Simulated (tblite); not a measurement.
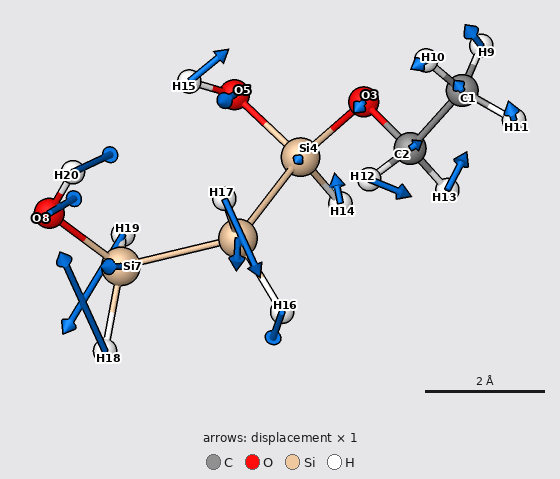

A relaxation of C₂H₁₂O₃Si₃. The starting structure is drawn; blue arrows show the displacements, at their true length. The two geometries are superimposed by the best rigid fit.

The picture is a ball-and-stick view, seen from a free direction.

Theory: GFN2-xTB geometry optimisation, gas phase in tblite 0.8.0. 

Question: Which element moves most?

Answer: Hydrogen: up to 2.56 Å, against 1.50 Å for oxygen.

Question: What happened in the run?

Answer: Over 266 geometry steps the energy falls by 1.254 eV. The atom that moves furthest after the best rigid fit is an H atom (2.56 Å). Largest moves by element: H 2.56 Å, O 1.50 Å, Si 0.63 Å, C 0.30 Å. Among the contacts that change: O–Si 1.731 → 1.628 Å, Si–Si 2.231 → 2.308 Å, O–Si 1.716 → 1.641 Å, O–Si 1.692 → 1.630 Å. Among the angles between lasting bonds that change: C–O–Si 112.0° → 126.9°, Si–Si–H 109.7° → 120.3°, H–Si–H 111.3° → 101.4°. Groups turn about O–Si by about 125°, Si–Si by about 115°, O–Si by about 40°.
